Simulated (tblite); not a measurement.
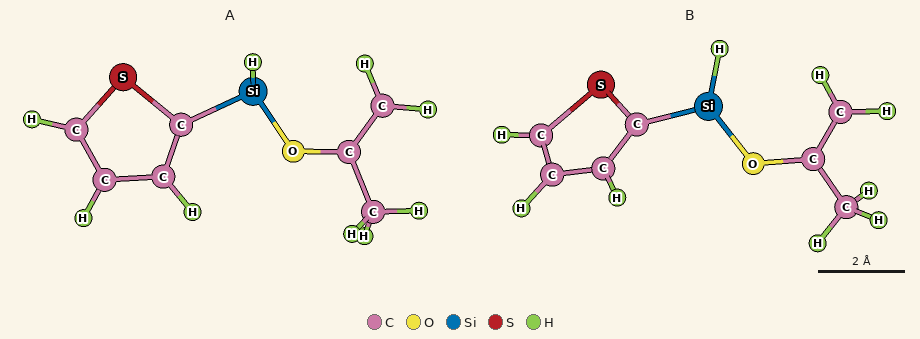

Two geometries of C7H9OSSi (charge −1), drawn at one scale. One is the start of a relaxation, the other its converged end. A ball-and-stick model, seen at a tilt.

Level of theory: GFN2-xTB geometry optimisation, gas phase in tblite 0.8.0. 

### Which of the two is the end point?

Structure A is the relaxed one. The atom that moves furthest after the best rigid fit is an H atom (1.94 Å). Largest moves by element: H 1.94 Å, S 1.56 Å, C 0.94 Å, Si 0.61 Å, O 0.57 Å. Among the contacts that change: C–O 1.412 → 1.311 Å, C–S 1.841 → 1.741 Å, C–C 1.352 → 1.406 Å, C–H 1.131 → 1.088 Å. Bond angles that change, for instance: O–Si–H 122.0° → 101.1°, O–Si–C 116.4° → 99.3°, C–Si–H 119.9° → 103.0°. Groups turn about C–C by about 60°, C–O by about 35°. The energy falls by 42.8 kcal/mol in 171 geometry steps.
